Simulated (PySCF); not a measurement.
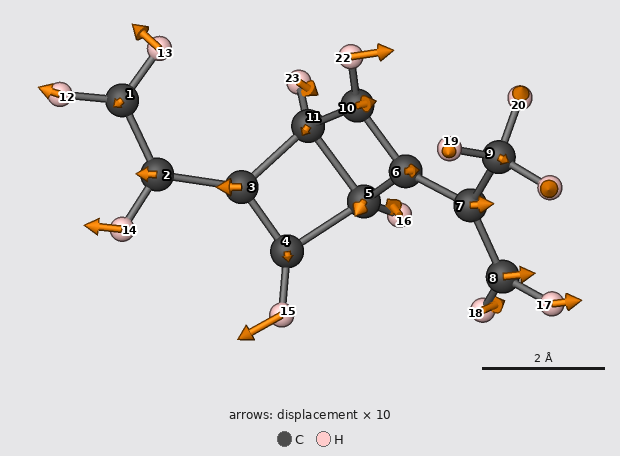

A relaxation of C$_{11}$H$_{12}$. The starting structure is drawn; orange arrows show the displacements, magnified 10 times. The two geometries are superimposed by the best rigid fit.

Style: ball-and-stick. Shown at a tilt.

The start comes from GFN2-xTB. Its atoms were then displaced at random by about 0.01 Å.

Method: PBE0-D3(BJ)/def2-SVP geometry optimisation, gas phase (PySCF). 

Question: What happened in the run?

Answer: The energy falls by 6.70 kcal/mol in 7 geometry steps. An H atom moves most after the best rigid fit: 0.086 Å. Largest moves by element: H 0.086 Å, C 0.056 Å. Near-neighbour distances that change, for instance: C–C 1.310 → 1.352 Å, C–H 1.056 → 1.093 Å, C–H 1.072 → 1.102 Å, C–C 1.428 → 1.454 Å. Bond angles that change, for instance: C–C–H 125.7° → 120.9°, C–C–H 137.9° → 133.3°, C–C–H 128.3° → 132.3°. The run took 3.7 min on 2 threads of Intel(R) Xeon(R) Platinum 8488C, with other jobs on the host.
